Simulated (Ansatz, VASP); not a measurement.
# GaAs in two plane-wave programs, part 2 of 3

Wanted: the spread between two codes on one cell, functional and k mesh.  Valence electrons are named where the data sets of a main pair hold unlike numbers.

VASP 6.6.1 and Ansatz 0.2.0.

So far. Step 2 (VASP: band structure, HSE03): The k-mesh is coarse for exact exchange; levels may shift by about 0.1 eV on a finer one. Spin-orbit coupling is off here; it would split degenerate levels, and it lifts a valence top of As p states by about 0.1 eV.

## Step 3: Ansatz: band structure, HSE03

Level of this step: Ansatz beside VASP: Kohn-Sham DFT, plane waves, HSE03 (Ansatz).

Ansatz runs on its default PAW (the set named soft_2) files.

The same cell, functional, mesh and smearing now go to Ansatz, which takes its cutoff from its data sets.

Input file input.yaml:

```yaml
crystal:
  lattice:
    - [0.0, 2.82685, 2.82685]
    - [2.82685, 0.0, 2.82685]
    - [2.82685, 2.82685, 0.0]
  atoms:
    - { symbol: Ga, position: [0.0, 0.0, 0.0] }
    - { symbol: As, position: [0.25, 0.25, 0.25] }
hamiltonian:
  xc: { exchange: pbe, correlation: pbe, exx: { coeff: 0.25, omega: 0.3 } }
  pseudopotentials: { kind: paw }
kpoints:
  mp_grid: { grid: [4, 4, 4] }
  band_path:
    path:
      - [0.0, 0.0, 0.0]
      - [0.5, 0.0, 0.5]
      - [0.5, 0.2, 0.7]
      - [0.4, 0.35, 0.75]
      - [0.15, 0.15, 0.3]
      - [0.2, 0.2, 0.2]
      - [0.55, 0.4, 0.55]
      - [0.6, 0.25, 0.65]
      - [0.5, 0.25, 0.75]
      - [0.5, 0.5, 0.5]
      - [0.375, 0.375, 0.75]
      - [0.5, 0.0, 0.5]
    npoints: 1
scf:
  occupations: { method: gaussian, width: 0.02 }
  n_extra_bands: 7
output:
  forces: true
  stress: true
  eigenvalues: true
```

The run is started by

```
ansatz run input.yaml --threads 4 --pin off --max-ram 9216MiB --backend cpu --events-out ev --progress --plain --runs-dir out
```

Numbers of over 12 decimals in the logs are rounded to 6 here.

The log of the run:

```text
Warning: output.stress: scf.convergence.dr2_threshold = 1e-7 eV (the SCF's general default) is looser than the 2e-10 eV advised for a printed stress (1e-10 eV for each atom of the cell: 2). What an SCF threshold leaves in a stress goes as its square root, and in the free energy as the threshold itself, and one threshold admits the most on a small cell: [figures from the program's tests cut] Set scf.convergence.dr2_threshold to 2e-10 eV or tighter. The threshold is an SCF's pass mark: one that does not reach it within its budget of iterations ends unconverged, or closes short of it on a stop that the run arms, and scf.convergence.dr2_threshold's page says what that costs each kind of run
Warning: output.stress: scf.exx.energy_threshold = 1e-6 eV is looser than the 2e-8 eV advised for a stress under a hybrid functional (1e-8 eV for each atom of the cell: 2). Every SCF of the exchange loop can meet its threshold on dr2 while the loop round them stops early: no threshold on dr2 bounds what that leaves in the stress. Set scf.exx.energy_threshold to 2e-8 eV or tighter. The threshold is the loop's pass mark: a loop that does not reach it within its budget of cycles ends unconverged, and scf.exx.energy_threshold's page has the law
scf.n_extra_bands = 7 over 14 filled bands (N_el = 28.0): the run solves 21 bands
Engine: ansatz 0.2.0, aarch64-unknown-linux-gnu
Pseudopotentials: kind: paw
Pseudopotential: Ga, paw, valence charge 13, recommended cutoff 420 eV (normal), Ga.paw.azcp
Pseudopotential: As, paw, valence charge 15, recommended cutoff 420 eV (normal), As.paw.azcp
Functional definition: unnamed
  parameter a_1 = 0.25
  parameter omega_1 = 0.3/angstrom
  exchange = pbe_x + (-a_1)*pbe_x_sr(omega_1) + a_1*exact_x_sr(omega_1)
  correlation = pbe_c
Crystal: 2 atoms, lattice volume = 45.179 Å³
Basis set: ecut = 420 eV, 893 PW (Γ), exchange–correlation on 54×54×54 points (8 copies of the dense FFT grid, shifted against one another)
Bands: 21, of which v1, the nominal top of the filled ones, is band 14 counted from 1 (13 counted from 0)
Symmetry: 24 space group operations
Space group: F-43m (ITA 216), of the structure as read, at distance tolerance 3.6e-5 Å
k-points: 8 of 64 (time reversal used)
Non-local potential: Ga, projectors of the file, l = 0: 2, l = 1: 2, l = 2: 3, l = 3: 1
Non-local potential: As, projectors of the file, l = 0: 2, l = 1: 2, l = 2: 3, l = 3: 1
PAW form: soft (Blöchl's): semilocal exchange-correlation on the pseudo side does not see the compensation charge
PAW frozen core: Ga, regenerated for the run's functional, and the local potential with it (the file was generated under x = pbe(κ = 0.804, μ = 0.219515), c = pbe(β = 0.066725))
PAW frozen core: As, regenerated for the run's functional, and the local potential with it (the file was generated under x = pbe(κ = 0.804, μ = 0.219515), c = pbe(β = 0.066725))
PAW one-centre angular grid: Ga, 590 points (default); XC on 64 Gauss nodes
PAW one-centre angular grid: As, 590 points (default); XC on 64 Gauss nodes
Initial density: superposition of atomic densities (neutral atoms: chi_scale 0, normalization atom), corrected by the library's trained network
Initial wavefunctions: pseudopotential atomic-orbital guess
Functional: x = pbe(κ = 0.804, μ = 0.219515), c = pbe(β = 0.066725), warm-up for x = pbe(κ = 0.804, μ = 0.219515) + 0.25 (exact − pbe) at short range (hse, ω = 0.3 Å⁻¹), c = pbe(β = 0.066725)
SCF iter   1: F=—  HF=-8639.661578 eV  |F-HF|=—  |Δ(HF+E_count)|=         —  Δρ=1.57e-3  dr2=4.74e-4  ethr=1.77e-3  ⟨swp⟩=8.1  Hψ=708  notcnv=0
preconditioner: auto → none  [insulator: Δε(μ)=0.511 eV  Ē_g=18.052 eV  σ=0.020 eV  W_gap=1.00  n_scr=14 (ndim 8)  ℏωp=23.4 eV  f_vac=0.086  D(μ)=0.00/eV (n_scr^D=0)]
SCF iter   2: F=—  HF=-8639.661686 eV  |F-HF|=—  |Δ(HF+E_count)|=   1.09e-4  Δρ=6.25e-4  dr2=7.89e-5  ethr=1.69e-6  ⟨swp⟩=5.4  Hψ=530  notcnv=0  defer=4
SCF iter   3: F=-8639.661721 eV  HF=-8639.661726 eV  |F-HF|=5.13e-6  |Δ(HF+E_count)|=   4.01e-5  Δρ=2.20e-4  dr2=1.10e-5  ethr=2.82e-7  ⟨swp⟩=3.1  Hψ=317  notcnv=0  defer=1
SCF 1 stopped early in 3 iterations: F = -8639.661721 eV  dr2 = 1.10e-5
  greatest PAW one-centre occupation: 0.999 electrons in one spin orbital (limit 2), on the As atom at site 1 (counted from 0), in its partial waves of l = 2
Initial density: handed on by an earlier stage of this run
Initial wavefunctions: those handed on with the density
Functional: x = pbe(κ = 0.804, μ = 0.219515) + 0.25 (exact − pbe) at short range (hse, ω = 0.3 Å⁻¹), c = pbe(β = 0.066725)
Exchange kernel: α = 0.2500, screened, ω = 0.3000 Å⁻¹, Wigner–Seitz truncation, v(0) = 502.3935 eV·Å³, q-mesh 4×4×4, nearest image of the exchange supercell L = 15.99 Å, pair-density grid 15×15×15, without the augmentation charges, whose exchange is taken in its separable form by FFT convolution over the k-point mesh (sized by the pseudopotential files, 24×24×24 at the most), smooth part of the exact exchange by density-matrix convolution
Frozen-core exchange: fock
SCF iter   1: F=—  HF=-8641.426981 eV  |F-HF|=—  |Δ(HF+E_count)|=         —  Δρ=1.30e-2  dr2=3.01e-2  ethr=3.95e-7  ⟨swp⟩=6.8  Hψ=849  notcnv=0
preconditioner: auto → none  [insulator: Δε(μ)=1.219 eV  Ē_g=20.600 eV  σ=0.020 eV  W_gap=1.00  n_scr=14 (ndim 8)  ℏωp=23.4 eV  f_vac=0.089  D(μ)=0.00/eV (n_scr^D=0)]
SCF iter   2: F=—  HF=-8641.406334 eV  |F-HF|=—  |Δ(HF+E_count)|=   2.06e-2  Δρ=2.72e-3  dr2=1.91e-3  ethr=3.95e-7  ⟨swp⟩=4.1  Hψ=615  notcnv=0
SCF iter   3: F=—  HF=-8641.412906 eV  |F-HF|=—  |Δ(HF+E_count)|=   6.57e-3  Δρ=2.96e-3  dr2=1.28e-3  ethr=3.95e-7  ⟨swp⟩=4.1  Hψ=573  notcnv=0
SCF iter   4: F=—  HF=-8641.412801 eV  |F-HF|=—  |Δ(HF+E_count)|=   1.05e-4  Δρ=1.09e-3  dr2=2.10e-4  ethr=3.95e-7  ⟨swp⟩=4.0  Hψ=415  notcnv=0
iter 5 solved again at ethr=1.33e-9 eV; its pass at ethr=3.95e-7 eV (dr2=3.73e-7 eV) is discarded
SCF iter   5: F=—  HF=-8641.412815 eV  |F-HF|=—  |Δ(HF+E_count)|=   1.43e-5  Δρ=2.27e-5  dr2=7.72e-6  ethr=1.33e-9  ⟨swp⟩=4.0  Hψ=788  notcnv=0
SCF iter   6: F=—  HF=-8641.412954 eV  |F-HF|=—  |Δ(HF+E_count)|=   1.39e-4  Δρ=1.84e-4  dr2=6.15e-6  ethr=1.33e-9  ⟨swp⟩=4.5  Hψ=567  notcnv=0  defer=1
SCF iter   7: F=-8641.412948 eV  HF=-8641.412948 eV  |F-HF|=5.63e-7  |Δ(HF+E_count)|=   6.03e-6  Δρ=2.14e-5  dr2=2.54e-7  ethr=1.33e-9  ⟨swp⟩=4.0  Hψ=442  notcnv=0
SCF 2 stopped early in 7 iterations: F = -8641.412948 eV  dr2 = 2.54e-7
hybrid outer 1: dexx = +7.736e-3 eV, tail = 5.17e-5 eV
Exchange kernel: α = 0.2500, screened, ω = 0.3000 Å⁻¹, Wigner–Seitz truncation, v(0) = 502.3935 eV·Å³, q-mesh 4×4×4, nearest image of the exchange supercell L = 15.99 Å, pair-density grid 15×15×15, without the augmentation charges, whose exchange is taken in its separable form by FFT convolution over the k-point mesh (sized by the pseudopotential files, 24×24×24 at the most), smooth part of the exact exchange by density-matrix convolution
Frozen-core exchange: fock
SCF iter   1: F=—  HF=-8641.412988 eV  |F-HF|=—  |Δ(HF+E_count)|=         —  Δρ=6.45e-5  dr2=1.67e-6  ethr=9.23e-7  ⟨swp⟩=4.0  Hψ=357  notcnv=0
preconditioner: auto → none  [insulator: Δε(μ)=1.296 eV  Ē_g=20.408 eV  σ=0.020 eV  W_gap=1.00  n_scr=14 (ndim 8)  ℏωp=23.4 eV  f_vac=0.088  D(μ)=0.00/eV (n_scr^D=0)]
SCF iter   2: F=—  HF=-8641.412988 eV  |F-HF|=—  |Δ(HF+E_count)|=   3.28e-7  Δρ=2.60e-5  dr2=2.30e-7  ethr=4.90e-9  ⟨swp⟩=4.0  Hψ=463  notcnv=0
SCF iter   3: F=—  HF=-8641.412988 eV  |F-HF|=—  |Δ(HF+E_count)|=   4.82e-7  Δρ=1.48e-5  dr2=9.63e-8  ethr=5.07e-10  ⟨swp⟩=3.4  Hψ=368  notcnv=0  defer=2
SCF iter   4: F=—  HF=-8641.412988 eV  |F-HF|=—  |Δ(HF+E_count)|=   2.12e-8  Δρ=2.39e-6  dr2=2.45e-9  ethr=3.06e-10  ⟨swp⟩=3.2  Hψ=309  notcnv=0
SCF iter   5: F=-8641.412988 eV  HF=-8641.412988 eV  |F-HF|=3.07e-10  |Δ(HF+E_count)|=   3.58e-9  Δρ=7.17e-7  dr2=1.15e-9  ethr=5.38e-12  ⟨swp⟩=4.0  Hψ=502  notcnv=0
SCF 3 converged in 5 iterations: F = -8641.412988 eV  dr2 = 1.15e-9
  Residual-converged pass: ⟨swp⟩=2.0  Hψ=191  notcnv=0  max |occ|·‖R‖ = 2.4e-6 eV (tolerance 2.4e-6 eV)  dr2=1.15e-9  dr2_onsite=1.75e-10  max |Δocc| = 0.0e0
hybrid outer 2: dexx = +5.945e-7 eV, tail = 2.31e-8 eV, Δε = 2.69e-3 eV (about 8.71e-5 eV left of the loop's levels)
NSCF: frozen V_eff on 12 k-points
hybrid SCF converged: 2 outer / 12 inner (+3 warm-up), last move |dexx| = 5.94e-7 eV, tail = 2.31e-8 eV
Stability not checked: this state was not tested for a lower state beside it, because the functional holds exact exchange (a hybrid, or Hartree-Fock), whose exchange loop this test does not read (fock_operator; see scf.lower_state_search)
Free energy (F): -8641.412988 eV
Frozen-core exchange: fock
Harris-Foulkes:  -8641.412988 eV  (|F-HF|=3.07e-10)
Internal energy: -8641.412988 eV  (E = F + TS)
E sigma→0 (E₀):  -8641.412988 eV
Fermi energy:    8.533572 eV
--- Per-component energies (eV) ---
  E_band       = -381.369651
  E_kinetic    = 218.148695
  E_local      = -3921.465483  (includes V_loc(G=0)·N_el)
  E_nonlocal   = -244.390344
  E_hartree    = 1981.048060
  E_xc         = -121.585829
  E_vxc        = -111.758967  (∫ρ·V_xc dr)
  E_exx        = -104.497470  (= α·E_x^exact, valence–valence)
  E_paw        = -3749.272950  (= ΣΔE_a)
  E_vpaw       = -75.005107  (= ΣTr[D̂ρ^β])
  E_aug_tail   = -0.000141  (compensation charges beyond the density's cutoff)
  E_ewald      = -2698.727786
  E_core_change = -0.669740  (= ΣΔE_core)
  E_smearing   = -0.000000  (= −TS)
  E_closure    = 0.000000  (closes the sum)
  Σ components = -8641.412988   (vs F -8641.412988, Δ=-1.82e-12)
--- Forces (eV/Å), atoms counted from 1 ---
  atom   1  Ga     0.00000000    -0.00000000     0.00000000
  atom   2  As    -0.00000000     0.00000000    -0.00000000
  max |Σ_I F_I| component: 2.70e-16 eV/Å
--- Stress (GPa, compression-positive) ---
        1.723557      -0.000000      -0.000000
        0.000000       1.723557       0.000000
        0.000000       0.000000       1.723557
  P = ⅓ Tr σ = 1.7236 GPa (17.236 kbar)
--- Band table (eV; the first three rows and the last of 8) ---
  k-point 0: bands = [... 10 lower, -5.9327, 7.8849, 7.8849, 7.8849, 9.1820, 12.2383, 12.2383, 12.2383, ... 3 higher]
  k-point 1: bands = [... 10 lower, -5.1869, 3.5534, 7.1697, 7.1697, 9.9942, 13.1472, 13.1472, 14.6302, ... 3 higher]
  k-point 2: bands = [... 10 lower, -4.0165, 0.7813, 6.6691, 6.6691, 9.5079, 13.1523, 13.1523, 16.3334, ... 3 higher]
  k-point 7: bands = [... 10 lower, -3.1343, 0.8118, 4.1125, 4.3395, 13.1642, 13.3181, 14.0720, 14.5571, ... 3 higher]
```

Wall time 20 s (4 threads of Arm Neoverse V1, shared host); peak memory 0.72 GiB.

In the SCF lines HF is the Harris–Foulkes energy and dr2 the Hartree energy of the density residual, in eV; the loop may stop once dr2 is under the threshold and the program's other checks hold. Hψ counts applications of the Hamiltonian.

## Step 4: Comparison

Known differences besides the potentials themselves: exact exchange at q = 0 is treated differently, which shows on coarse meshes; VASP keeps PBE cores, Ansatz makes them for the functional; the data sets hold 28 valence electrons in Ansatz (on its default PAW (the set named soft_2) files) and 18 in VASP; the cutoff is 420 eV in Ansatz and 400 eV in VASP; VASP takes a coarser grid for exact exchange (PRECFOCK = Fast). Total energies have different zeros and are not compared.

The two programs side by side:

```tsv
quantity	Ansatz	VASP	difference
gap over the path points (eV)	1.297	1.292	+0.005
```

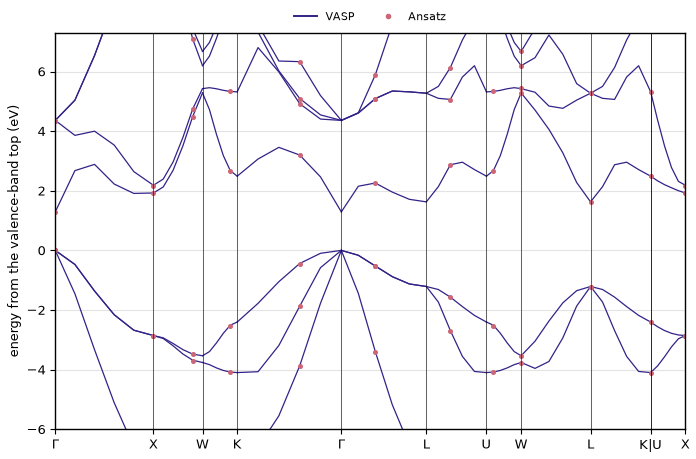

Bands from VASP (lines) and levels from Ansatz (dots). Dots without a line are higher empty bands that the VASP plot leaves out.

Levels at points of the path, from each program's valence-band top (eV; 3 filled, then empty):

```tsv
k (reciprocal lattice)	Ansatz	VASP
0.000 0.000 0.000	0.00 0.00 0.00 1.30 4.35 4.35	0.00 0.00 0.00 1.29 4.36 4.36
0.500 0.000 0.500	-7.29 -2.87 -2.87 1.91 2.17 11.29	-7.28 -2.86 -2.86 1.93 2.19 11.28
0.500 0.200 0.700	-7.10 -3.69 -3.49 4.48 4.74 7.09	-7.08 -3.68 -3.48 4.49 4.74 7.09
0.400 0.350 0.750	-7.07 -4.09 -2.52 2.67 5.33 8.46	-7.06 -4.08 -2.51 2.67 5.33 8.45
0.150 0.150 0.300	-3.88 -1.88 -0.44 3.20 4.92 5.09	-3.87 -1.87 -0.44 3.20 4.92 5.10
0.200 0.200 0.200	-3.40 -0.53 -0.53 2.26 5.09 5.09	-3.40 -0.52 -0.52 2.26 5.09 5.09
0.550 0.400 0.550	-6.99 -2.70 -1.57 2.87 5.06 6.13	-6.98 -2.69 -1.57 2.87 5.06 6.14
0.600 0.250 0.650	-7.07 -4.09 -2.52 2.67 5.33 8.46	-7.06 -4.08 -2.51 2.67 5.33 8.45
0.500 0.250 0.750	-7.07 -3.77 -3.54 5.28 5.43 6.19	-7.06 -3.76 -3.53 5.28 5.43 6.20
0.500 0.500 0.500	-7.10 -1.22 -1.22 1.62 5.27 5.27	-7.09 -1.21 -1.21 1.63 5.27 5.27
```

Among the levels compared at these points, filled levels agree within 13 meV and empty ones within 13 meV.

## Step 5: Ansatz: band structure, r2SCANh with an exact-exchange share of 0.1

The same path points are solved in both programs, so levels can be compared one by one.

input.yaml: that of step 3 with these lines changed.

```diff
@@ -9,3 +9,3 @@
 hamiltonian:
-  xc: { exchange: pbe, correlation: pbe, exx: { coeff: 0.25, omega: 0.3 } }
+  xc: r2scanh
   pseudopotentials: { kind: paw }
```

The log of the run:

```text
[...]
Crystal: 2 atoms, lattice volume = 45.179 Å³
Basis set: ecut = 500 eV, 1139 PW (Γ), exchange–correlation on 120×120×120 points (64 copies of the dense FFT grid, shifted against one another)
Bands: 21, of which v1, the nominal top of the filled ones, is band 14 counted from 1 (13 counted from 0)
Symmetry: 24 space group operations
[...]
k-points: 8 of 64 (time reversal used)
[...]
--- Band table (eV; the first three rows and the last of 8) ---
  k-point 0: bands = [... 10 lower, -5.9523, 7.7118, 7.7118, 7.7118, 9.2647, 12.2905, 12.2905, 12.2905, ... 3 higher]
  k-point 1: bands = [... 10 lower, -5.2099, 3.3936, 6.9911, 6.9911, 10.0631, 13.2149, 13.2149, 14.7652, ... 3 higher]
  k-point 2: bands = [... 10 lower, -4.0495, 0.6439, 6.4842, 6.4842, 9.5844, 13.2428, 13.2428, 16.5350, ... 3 higher]
  k-point 7: bands = [... 10 lower, -3.1810, 0.6798, 3.9348, 4.1596, 13.2858, 13.3604, 14.2065, 14.7268, ... 3 higher]
[key lines of the parts left out:]
Free energy (F): -8654.826240 eV
Fermi energy:    8.488413 eV
P = ⅓ Tr σ = 0.3148 GPa (3.148 kbar)
```

Run time: 22 s. Hardware: 4 threads; peak memory 0.9 GiB; 79 s of CPU time.

(Continued in part 3 of 3.)

[Lines on the potential files, build, host, timing and source positions are cut from VASP's logs without a mark.]

[Logs are printed without paths, hosts, clocks, repeated set-up lines and the standing remarks that a program may print on its own settings, such as how far it seeks lower states.]

[Hosts, paths, dates, database ids (printed as entryN), source tags and the programs' standing remarks are cut or masked in the printed files.]
